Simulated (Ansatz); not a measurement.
System: H₂O₂SSi···H₂S.

Input

```
crystal:
  periodic: [false, false, false]
  atoms:
    - {symbol: Si, position_ang: [-0.507914, 0.355990, -0.362194]}
    - {symbol: S, position_ang: [1.540866, -0.684836, 0.709097]}
    - {symbol: S, position_ang: [-0.071286, 0.410906, -2.265705]}
    - {symbol: H, position_ang: [1.735013, -1.537951, -0.310996]}
    - {symbol: O, position_ang: [-0.464929, 1.635562, 0.649067]}
    - {symbol: O, position_ang: [-1.576932, -0.686513, 0.317422]}
    - {symbol: H, position_ang: [2.332399, 0.247710, 0.152255]}
    - {symbol: H, position_ang: [-1.032050, 1.566768, 1.421378]}
    - {symbol: H, position_ang: [-1.955370, -1.307634, -0.310222]}
basis:
  gaussian: {orbitals: def2-TZVPP}
hamiltonian: {xc: pbe0, dispersion: d4}
output: {orbitals: {seedname: orbitals}}
```

Run with:

```sh
ansatz run in.yaml --threads 4 --pin off --events-out ev --progress --plain --max-ram 9574MiB
```

The product side of a reaction path; geometry: PBE0-D4/def2-TZVP.

These are results of RKS PBE0-D4/def2-TZVPP in Ansatz, not measurements.

Question: Predict the electron density and electron localisation function between the atoms.

Answer: Si–O (1.63 Å): the density is about 1.2 e/Å³ at the midpoint; the ELF peaks at about 0.90 between the atoms (a polar covalent bond).
O–H (0.96 Å): ρ at the midpoint is about 3.8 e/Å³; the ELF climbs to about 1 towards the hydrogen, as it does in any bond to H: an ordinary covalent bond to hydrogen.

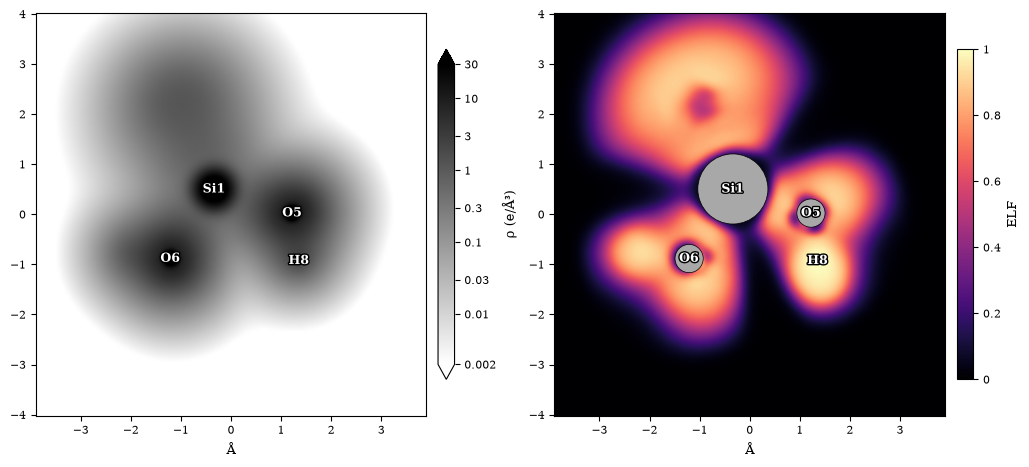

Computed electron density and electron localisation function on the plane of atoms Si1, O5 and H8, in this order. Grey discs cover the atomic cores in the ELF map. 
